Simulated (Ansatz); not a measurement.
# GaP (F-43m): lattice thermal conductivity

How well does the lattice of GaP conduct heat?

What experiment has found for this phase:
- thermal conductivity 100 W/m/K near room temperature (given in “Combining the AFLOW GIBBS and Elastic Libraries to efficiently and robustly screen thermo-mechanical properties of solids”, 2017, arXiv:1611.05714)

Method: DFT r2SCAN, scalar-relativistic, plane waves, PAW; PAW set soft_1, in Ansatz 0.2.0.

## (1) The structure

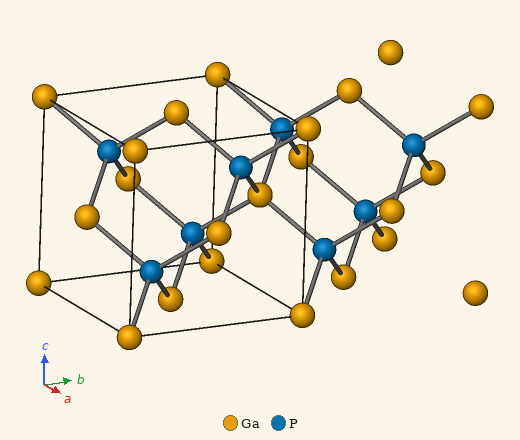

Start, viewed slightly off an axis; gallium orange, phosphorus blue. 1×2×1 cells are drawn. This picture shows the conventional cell, with its axes. Bonds to atoms that aren't drawn are left out. Some periodic images of atoms are drawn too.

## (2) A first coarse run

A cheap single point shows whether the cell is a metal or an insulator and how far it is from rest; that sets the k-mesh and the occupations of what follows.

The input, input.yaml:

```yaml
crystal:
  lattice:
    - [0.0, 2.72525, 2.72525]
    - [2.72525, 0.0, 2.72525]
    - [2.72525, 2.72525, 0.0]
  atoms:
    - { symbol: Ga, position: [0.0, 0.0, 0.0] }
    - { symbol: P, position: [0.25, 0.25, 0.25] }
kpoints:
  mp_grid: { grid: [6, 6, 6] }
hamiltonian:
  xc: r2scan
  pseudopotentials: { kind: paw, azcp: { folder: soft_1 } }
scf:
  occupations: { method: gaussian, width: 0.1 }
  lower_state_search: "off"
output:
  forces: true
  stress: true
  eigenvalues: true
```

Command:

```console
$ ansatz run input.yaml --threads 18 --pin off --max-ram 92160MiB --backend cuda --events-out ev --progress --plain --runs-dir out --max-vram 78GiB
```

Numbers of over 12 decimals in the logs are rounded to 6 here.

Output:

```text
Engine: ansatz 0.2.0, aarch64-unknown-linux-gnu
Pseudopotentials: kind: paw
Pseudopotential: Ga, paw, valence charge 13, recommended cutoff 500 eV (meta_gga), soft_1/Ga.paw.azcp
Pseudopotential: P, paw, valence charge 5, recommended cutoff 500 eV (meta_gga), soft_1/P.paw.azcp
Functional definition: r2SCAN
  parameter k0 = 0.174
  parameter k1 = 0.065
  parameter a1 = 4.9479
  exchange = r2scan_x(k0 = k0, k1 = k1, a1 = a1)
  correlation = r2scan_c
device memory: the entry about to start is reckoned to put 0.9 GiB on a device that reports 118.2 GiB free (of which the cap on the GPU budget leaves the run 78.0 GiB)
GPU FFT provider: cuFFT
GPU libraries: cuBLAS 13.8.1, cuFFT 12.4.0, cuSOLVER 12.3.2
GPU matrix products: emulated (plane waves: as basis.precision tells), large ones in fixed point in workspaces of 1.00 GiB
Crystal: 2 atoms, lattice volume = 40.481 Å³
Basis set: ecut = 500 eV, 965 PW (Γ), exchange–correlation on 120×120×120 points (64 copies of the dense FFT grid, shifted against one another)
Bands: 13, of which v1, the nominal top of the filled ones, is band 9 counted from 1 (8 counted from 0)
Symmetry: 24 space group operations
Space group: F-43m (ITA 216), of the structure as read, at distance tolerance 3.4e-5 Å
k-points: 16 of 216 (time reversal used)
Non-local potential: Ga, projectors of the file, l = 0: 2, l = 1: 2, l = 2: 3, l = 3: 1
Non-local potential: P, projectors of the file, l = 0: 2, l = 1: 2, l = 2: 1
PAW form: soft (Blöchl's): semilocal exchange-correlation on the pseudo side does not see the compensation charge
PAW frozen core: Ga, regenerated for the run's functional (the file was generated under x = pbe(κ = 0.804, μ = 0.219515), c = pbe(β = 0.066725))
PAW frozen core: P, regenerated for the run's functional (the file was generated under x = pbe(κ = 0.804, μ = 0.219515), c = pbe(β = 0.066725))
PAW one-centre angular grid: Ga, 590 points (default); XC on 160 Gauss nodes
PAW one-centre angular grid: P, 302 points (default); XC on 160 Gauss nodes
Initial density: superposition of atomic densities (chi_scale 0.1, normalization cell, long waves kept (reshape's long-wave potential 0.00 eV rms))
Initial wavefunctions: pseudopotential atomic-orbital guess
GPU buffer pool allocated for 27000 grid points (all kernels)
GPU transforms: local potential and band sums: pruned to the plane-wave sphere, on 30×30×30
Functional: x = r2scan, c = r2scan; τ floored in thin density (d = 2e-4 eV/Å³)
SCF iter   1: F=-4550.389309 eV  HF=-4550.475165 eV  |F-HF|=8.59e-2  |Δ(HF+E_count)|=         —  Δρ=5.03e-2  dr2=6.79e-1  dr2_τ=1.73e-2  ethr=3.10e-3  ⟨swp⟩=6.2  Hψ=1493  notcnv=0
preconditioner: auto → none  [insulator: Δε(μ)=2.139 eV  Ē_g=16.233 eV  σ=0.100 eV  W_gap=1.00  n_scr=14 (ndim 8)  ℏωp=24.8 eV  f_vac=0.000  D(μ)=0.00/eV (n_scr^D=0)  ε∞_Penn≈3.3]
SCF iter   2: F=-4550.475534 eV  HF=-4550.454492 eV  |F-HF|=2.10e-2  |Δ(HF+E_count)|=   2.07e-2  Δρ=2.33e-2  dr2=1.09e-1  dr2_τ=8.56e-4  ethr=3.10e-3  ⟨swp⟩=2.1  Hψ=479  notcnv=0
SCF iter   3: F=-4550.476287 eV  HF=-4550.478601 eV  |F-HF|=2.31e-3  |Δ(HF+E_count)|=   2.41e-2  Δρ=5.36e-3  dr2=8.07e-3  dr2_τ=4.24e-4  ethr=6.03e-4  ⟨swp⟩=2.0  Hψ=339  notcnv=0
SCF iter   4: F=-4550.477838 eV  HF=-4550.477982 eV  |F-HF|=1.44e-4  |Δ(HF+E_count)|=   6.19e-4  Δρ=8.26e-4  dr2=1.39e-4  dr2_τ=1.78e-6  ethr=4.48e-5  ⟨swp⟩=2.0  Hψ=330  notcnv=0
SCF iter   5: F=-4550.477881 eV  HF=-4550.477907 eV  |F-HF|=2.55e-5  |Δ(HF+E_count)|=   7.49e-5  Δρ=1.92e-4  dr2=1.55e-5  dr2_τ=2.56e-7  ethr=7.74e-7  ⟨swp⟩=2.0  Hψ=416  notcnv=0
SCF iter   6: F=-4550.477924 eV  HF=-4550.477928 eV  |F-HF|=3.78e-6  |Δ(HF+E_count)|=   2.11e-5  Δρ=7.38e-5  dr2=2.77e-6  dr2_τ=1.23e-8  ethr=8.59e-8  ⟨swp⟩=2.1  Hψ=347  notcnv=0
SCF iter   7: F=-4550.477927 eV  HF=-4550.477927 eV  |F-HF|=1.32e-7  |Δ(HF+E_count)|=   9.96e-7  Δρ=1.31e-5  dr2=1.02e-7  dr2_τ=3.16e-10  ethr=1.54e-8  ⟨swp⟩=2.0  Hψ=350  notcnv=0
SCF iter   8: F=-4550.477927 eV  HF=-4550.477927 eV  |F-HF|=1.12e-9  |Δ(HF+E_count)|=   4.32e-8  Δρ=1.33e-6  dr2=1.11e-9  dr2_τ=5.89e-12  ethr=5.56e-10  ⟨swp⟩=6.0  Hψ=1076  notcnv=0
SCF 1 converged in 8 iterations: F = -4550.477927 eV  dr2 = 1.11e-9
  greatest PAW one-centre occupation: 0.993 electrons in one spin orbital (limit 2), on the Ga atom at site 0 (counted from 0), in its partial waves of l = 2
SCF converged after 8 iterations
Free energy (F): -4550.477927 eV
Harris-Foulkes:  -4550.477927 eV  (|F-HF|=1.12e-9)
Internal energy: -4550.477927 eV  (E = F + TS)
E sigma→0 (E₀):  -4550.477927 eV
Fermi energy:    7.841488 eV
--- Per-component energies (eV) ---
  E_band       = -67.726533
  E_kinetic    = 180.143398
  E_local      = -1677.825547  (includes V_loc(G=0)·N_el)
  E_nonlocal   = -58.958951
  E_hartree    = 1018.487625
  E_xc         = -125.732355
  E_vxc        = -123.130635  (∫ρ·V_xc dr)
  E_paw        = -2573.203276  (= ΣΔE_a)
  E_vpaw       = -430.821577  (= ΣTr[D̂ρ^β])
  E_aug_tail   = 0.000030  (compensation charges beyond the density's cutoff)
  E_vtau       = 5.890448  (kinetic-family band-sum trace: ∫τ·v_τ [+ j·A + Jᵃ·Aᵃ] dr)
  E_ewald      = -1312.644944
  E_core_change = -0.743908  (= ΣΔE_core)
  E_smearing   = -0.000000  (= −TS)
  E_closure    = 0.000000  (closes the sum)
  Σ components = -4550.477927   (vs F -4550.477927, Δ=0.00e0)
--- Forces (eV/Å), atoms counted from 1 ---
  atom   1  Ga    -0.00000000     0.00000000    -0.00000000
  atom   2  P     -0.00000000     0.00000000     0.00000000
  max |Σ_I F_I| component: 3.15e-16 eV/Å
--- Stress (GPa, compression-positive) ---
        0.089805      -0.000000      -0.000000
       -0.000000       0.089805       0.000000
       -0.000000       0.000000       0.089805
  P = ⅓ Tr σ = 0.0898 GPa (0.898 kbar)
--- Band table (eV; the first three rows and the last of 16) ---
  k-point 0: bands = [... 5 lower, -6.1354, 6.8890, 6.8890, 6.8890, 9.2549, 11.0600, 11.0600, 11.0600]
  k-point 1: bands = [... 5 lower, -5.7596, 4.4773, 6.5023, 6.5023, 9.7174, 11.6354, 11.6354, 12.3670]
  k-point 2: bands = [... 5 lower, -4.7668, 1.5297, 5.9401, 5.9401, 9.1655, 12.0269, 12.0269, 15.0710]
  k-point 15: bands = [... 5 lower, -2.9670, 0.0917, 3.3819, 3.5054, 10.6709, 10.8777, 14.9477, 14.9902]
```

Run time: 1.3 s. Hardware: 1 × NVIDIA GB200 with 18 threads of Arm Neoverse V2, shared host; peak memory 1.1 GiB.

In the SCF lines HF is the Harris–Foulkes energy and dr2 the Hartree energy of the density residual, in eV; the loop may stop once dr2 is under the threshold and the program's other checks hold. Hψ counts applications of the Hamiltonian.

This step gave:

- pressure: 0.08981 GPa
- gap on the k-mesh: 1.905 eV
- volume per atom: 20.24 Å³/atom

The start is under 0.090 GPa at this level and looks like an insulator or semiconductor on this mesh.

## (3) Relaxation

The vibrations must be taken about the equilibrium of this functional, not about the starting cell, so the structure is relaxed.

input.yaml, the sections that differ from step 2:

```yaml
kpoints:
  mp_grid: { grid: [8, 8, 8] }
scf:
  occupations: { method: gaussian, width: 0.02 }
  lower_state_search: "off"
relax:
  adjacent_minimum: "off"
  f_tol: 0.005
  max_steps: 80
  cell: { stress_tol: 0.05 }
# crystal, hamiltonian, output: as in step 2
```

Output:

```text
[...]
Crystal: 2 atoms, lattice volume = 40.481 Å³
Basis set: ecut = 500 eV, 965 PW (Γ), exchange–correlation on 120×120×120 points (64 copies of the dense FFT grid, shifted against one another)
Bands: 13, of which v1, the nominal top of the filled ones, is band 9 counted from 1 (8 counted from 0)
Symmetry: 24 space group operations
[...]
k-points: 29 of 512 (time reversal used)
[...]
SCF iter   1: F=-4550.402978 eV  HF=-4550.485973 eV  |F-HF|=8.30e-2  |Δ(HF+E_count)|=         —  Δρ=5.01e-2  dr2=6.69e-1  dr2_τ=1.71e-2  ethr=3.10e-3  ⟨swp⟩=6.4  Hψ=2748  notcnv=0
[...]
SCF iter   2: F=-4550.487670 eV  HF=-4550.466799 eV  |F-HF|=2.09e-2  |Δ(HF+E_count)|=   1.92e-2  Δρ=2.32e-2  dr2=1.07e-1  dr2_τ=8.49e-4  ethr=3.10e-3  ⟨swp⟩=2.1  Hψ=866  notcnv=0
[...]
SCF iter   8: F=-4550.489957 eV  HF=-4550.489957 eV  |F-HF|=1.01e-9  |Δ(HF+E_count)|=   3.42e-8  Δρ=1.34e-6  dr2=1.10e-9  dr2_τ=5.51e-12  ethr=5.56e-10  ⟨swp⟩=5.9  Hψ=1833  notcnv=0
SCF 1 converged in 8 iterations: F = -4550.489957 eV  dr2 = 1.10e-9
[...]
relax step   1: F+E_penalty+E_count = -4550.48995719 eV  Δ(F+E_penalty+E_count) = +0.000e0 eV  max|allowed force component| = 1.295e-16 eV/Å  Δτ_max = 0.0000 Å  P = +0.061 GPa  Ω = 40.481 Å³  (8 SCF iters, dr2 threshold 1.00e-7 eV, accepted)
[...]
Crystal: 2 atoms, lattice volume = 40.502 Å³
[...]
iter 1 solved again at ethr=1.50e-9 eV; its pass at ethr=3.10e-3 eV (dr2=2.71e-7 eV) is discarded
[...]
SCF iter   2: F=-4550.489957 eV  HF=-4550.489957 eV  |F-HF|=3.88e-8  |Δ(HF+E_count)|=   2.10e-6  Δρ=1.42e-5  dr2=1.14e-7  dr2_τ=1.52e-9  ethr=1.50e-9  ⟨swp⟩=2.0  Hψ=638  notcnv=0
[...]
SCF iter   4: F=-4550.489957 eV  HF=-4550.489957 eV  |F-HF|=1.07e-9  |Δ(HF+E_count)|=  2.29e-10  Δρ=1.98e-6  dr2=2.02e-9  dr2_τ=2.18e-11  ethr=5.23e-11  ⟨swp⟩=4.9  Hψ=1644  notcnv=0
SCF 2 converged in 4 iterations: F = -4550.489957 eV  dr2 = 2.02e-9
relax step   2: F+E_penalty+E_count = -4550.48995659 eV  Δ(F+E_penalty+E_count) = +5.982e-7 eV  max|allowed force component| = 5.320e-17 eV/Å  Δτ_max = 0.0000 Å  P = +0.016 GPa  Ω = 40.502 Å³  energy of the carried Pulay correction = -5.620e-6 eV  (4 SCF iters, dr2 threshold 9.42e-9 eV, accepted)
[...]
SCF iter   1: F=-4550.489933 eV  HF=-4550.489933 eV  |F-HF|=2.46e-10  |Δ(HF+E_count)|=         —  Δρ=5.17e-6  dr2=5.36e-9  dr2_τ=1.50e-10  ethr=1.62e-6  ⟨swp⟩=3.0  Hψ=3873  notcnv=0
eigensolver tolerance schedule: the retry pair's looser diagonalisation over-reported the residual by 54356.04 of it (diagonalisation noise at an unbounded share of the residual, at the tolerance the schedule requests for it); recorded, not acted on — ethr = c·dr2/N_el stays at c = 1.0e-1
SCF iter   2: F=-4550.489957 eV  HF=-4550.489957 eV  |F-HF|=5.03e-9  |Δ(HF+E_count)|=   2.39e-5  Δρ=3.66e-6  dr2=7.10e-9  dr2_τ=2.35e-10  ethr=2.98e-11  ⟨swp⟩=3.9  Hψ=967  notcnv=0
[...]
SCF iter   6: F=-4550.489957 eV  HF=-4550.489957 eV  |F-HF|=2.73e-12  |Δ(HF+E_count)|=  4.55e-12  Δρ=1.39e-7  dr2=5.40e-12  dr2_τ=1.37e-13  ethr=1.00e-12  ⟨swp⟩=5.3  Hψ=2207  notcnv=0
SCF 3 converged in 6 iterations: F = -4550.489957 eV  dr2 = 5.40e-12
relax step   3: F+E_penalty+E_count = -4550.48995659 eV  Δ(F+E_penalty+E_count) = +8.185e-10 eV  max|allowed force component| = 2.082e-17 eV/Å  Δτ_max = 0.0000 Å  P = +0.016 GPa  Ω = 40.502 Å³  stress off target by 1.63e-2 GPa  SCF on the basis re-selected at this cell (its energy is not comparable with the rows above)  (6 SCF iters)
basis re-selected at this cell: Δ(F+E_penalty+E_count) = +8.185e-10 eV, ΔP = +0.000 GPa vs the last step (what re-selecting the basis moved, of the pressure what is left beyond the Pulay correction that the steps carried, after the strain that the cell walked since its last selection, with what the two solves' SCF thresholds leave and, on support functions, any second-order correction that the steps lacked; it is no  [...]
SCF converged after 6 iterations
Free energy (F): -4550.489957 eV
[...]
Internal energy: -4550.489957 eV  (E = F + TS)
E sigma→0 (E₀):  -4550.489957 eV
Fermi energy:    7.825789 eV
[...]
--- Stress (GPa, compression-positive) ---
        0.016308      -0.000000       0.000000
       -0.000000       0.016308       0.000000
        0.000000       0.000000       0.016308
  P = ⅓ Tr σ = 0.0163 GPa (0.163 kbar)
--- Band table (eV; the first three rows and the last of 29) ---
  k-point 0: bands = [... 5 lower, -6.1426, 6.8774, 6.8774, 6.8774, 9.2395, 11.0514, 11.0514, 11.0514]
  k-point 1: bands = [... 5 lower, -5.9289, 5.2542, 6.6386, 6.6386, 9.7693, 11.4174, 11.4174, 11.7355]
  k-point 2: bands = [... 5 lower, -5.3265, 2.9133, 6.1860, 6.1860, 9.4224, 11.9472, 11.9472, 13.7646]
  k-point 28: bands = [... 5 lower, -2.9538, 0.1460, 3.1682, 3.3381, 11.9104, 12.1718, 13.4204, 13.4603]
--- Relaxed structure (2 steps of the walk, 2 accepted, 1 SCFs on fresh bases) ---
  F+E_penalty+E_count = -4550.48995659 eV   max|allowed force component| = 2.082e-17 eV/Å   (the final SCF, on the basis selected at the relaxed cell)
  cell:  # Å, volume = 40.5015 Å³
    - [0, 2.725715, 2.725715]
    - [2.725715, 0, 2.725715]
    - [2.725715, 2.725715, 0]
  atoms:
    - { symbol: Ga, position: [0, 0, 0] }
    - { symbol: P, position: [0.25, 0.25, 0.25] }
```

It took 4 s on 1 × NVIDIA GB200 with 18 threads; peak memory 1.1 GiB.

Little changed from the start: no atom moved by 0.005 Å and no cell edge by 0.1 %.

This step gave:

| Quantity | Value |
| --- | --- |
| pressure | 0.01631 GPa |
| gap on the k-mesh | 1.897 eV |
| volume per atom | 20.25 Å³/atom |

## (4) Relaxing to small residual forces and stress

The thresholds are tightened for a last relaxation ahead of the phonons, and where mesh or smearing change with them the cell follows.

input.yaml, the sections that differ from step 3:

```yaml
crystal:
  lattice:
    - [0.0, 2.72571503, 2.72571503]
    - [2.72571503, 0.0, 2.72571503]
    - [2.72571503, 2.72571503, 0.0]
  atoms:
    - { symbol: Ga, position: [0.0, 0.0, 0.0] }
    - { symbol: P, position: [0.25, 0.25, 0.25] }
kpoints:
  mp_grid: { grid: [9, 9, 9] }
scf:
  occupations: { method: fixed }
  lower_state_search: "off"
relax:
  adjacent_minimum: "off"
  f_tol: 0.001
  max_steps: 60
  cell: { stress_tol: 0.01 }
# hamiltonian, output: as in step 3
```

Output:

```text
[...]
Crystal: 2 atoms, lattice volume = 40.502 Å³
Basis set: ecut = 500 eV, 965 PW (Γ), exchange–correlation on 120×120×120 points (64 copies of the dense FFT grid, shifted against one another)
Bands: 13, of which v1, the nominal top of the filled ones, is band 9 counted from 1 (8 counted from 0)
Symmetry: 24 space group operations
[...]
k-point 34: bands = [... 5 lower, -3.0720, 0.2330, 3.0353, 3.6938, 11.5789, 12.0134, 12.9191, 14.6905]
--- Relaxed structure (2 steps of the walk, 2 accepted, 1 SCFs on fresh bases) ---
[...]
cell:  # Å, volume = 40.5068 Å³
    - [0, 2.725834, 2.725834]
    - [2.725834, 0, 2.725834]
    - [2.725834, 2.725834, 0]
  atoms:
    - { symbol: Ga, position: [0, 0, 0] }
    - { symbol: P, position: [0.250000, 0.250000, 0.250000] }
[key lines of the parts left out:]
SCF converged after 7 iterations
Free energy (F): -4550.491118 eV
Fermi energy:    6.875127 eV
P = ⅓ Tr σ = 0.0042 GPa (0.042 kbar)
```

The job ended after 3.2 s (1 × NVIDIA GB200 with 18 threads; peak memory 1.1 GiB).

Little changed from the start: no atom moved by 0.005 Å and no cell edge by 0.1 %.

Numbers from this step:

```yaml
pressure: 0.004176 GPa
gap_on_the_k_mesh: 1.854 eV
```

The residual pressure is 0.0042 GPa, small enough for phonons.

(Continued in part 2 of 3.)

[Logs are printed without paths, hosts, clocks, repeated set-up lines and the standing remarks that a program may print on its own settings, such as how far it seeks lower states.]

[Hosts, paths, dates, database ids (printed as entryN), source tags and the programs' standing remarks are cut or masked in the printed files.]

[A step with changed settings may run another functional than the one named; its input shows which.]
